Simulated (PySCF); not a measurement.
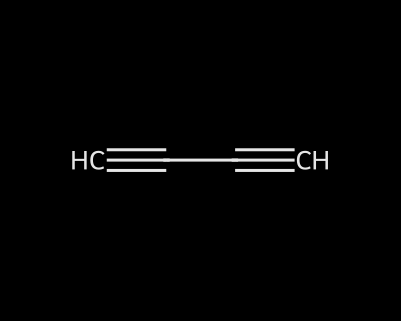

The computed structure is the end point of a PBE0-D3(BJ)/def2-SVP optimisation. No frequency run is at hand to confirm it as a minimum. Program: PySCF 2.14.0.

At this fixed geometry, give HOMO energy (eV), HOMO–LUMO gap (eV), polarisability (bohr³) at these levels: B3LYP/def2-SVPD; BHandHLYP/def2-SVPD; CAM-B3LYP/def2-SVPD; HF/def2-SVPD; LC-wPBE/def2-SVPD; LDA/def2-SVPD; PBE/def2-SVPD; PBE0/def2-SVPD; ωB97X-D/def2-SVPD.

```csv
level,HOMO energy (eV),HOMO–LUMO gap (eV),polarisability (bohr³)
B3LYP/def2-SVPD,−7.43,6.30,48.9
BHandHLYP/def2-SVPD,−8.61,8.74,47.7
CAM-B3LYP/def2-SVPD,−8.92,9.11,47.9
HF/def2-SVPD,−10.08,12.64,47.1
LC-wPBE/def2-SVPD,−10.30,11.62,46.3
LDA/def2-SVPD,−6.75,4.67,49.7
PBE/def2-SVPD,−6.56,4.71,49.4
PBE0/def2-SVPD,−7.67,6.74,48.2
ωB97X-D/def2-SVPD,−9.45,10.30,48.5
```
